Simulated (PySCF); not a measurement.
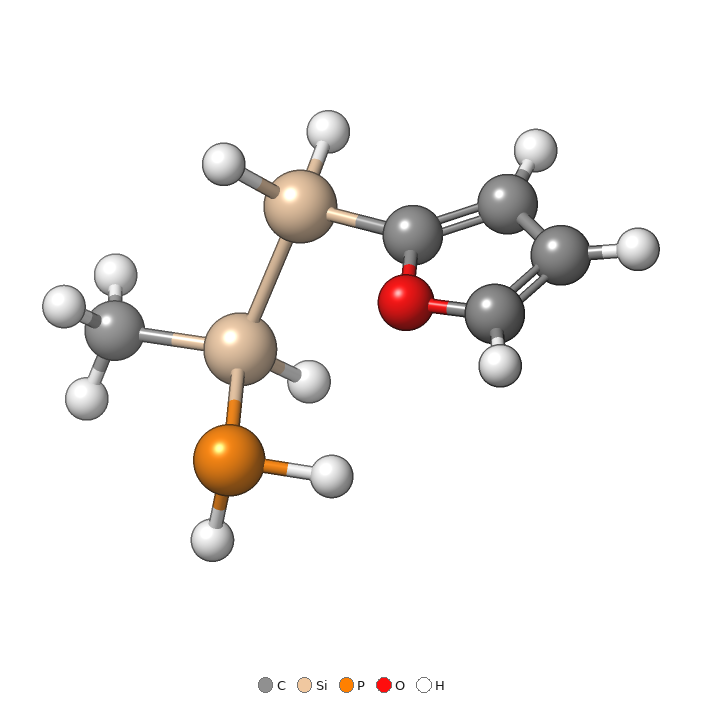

Computed geometry: PBE0-D3(BJ)/def2-SVP optimisation. No frequency run is at hand to confirm it as a minimum.

Give the structural formula.

SMILES: C[Si@H](P)[SiH2]c1ccco1

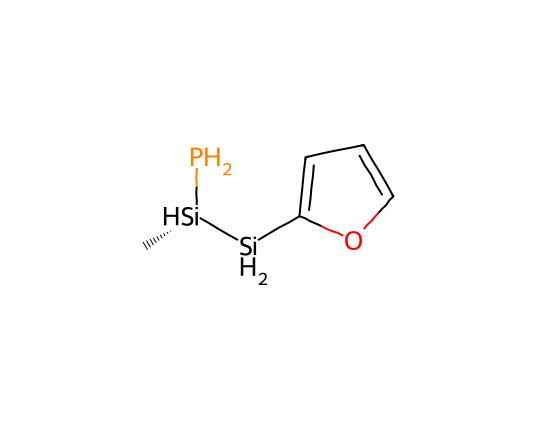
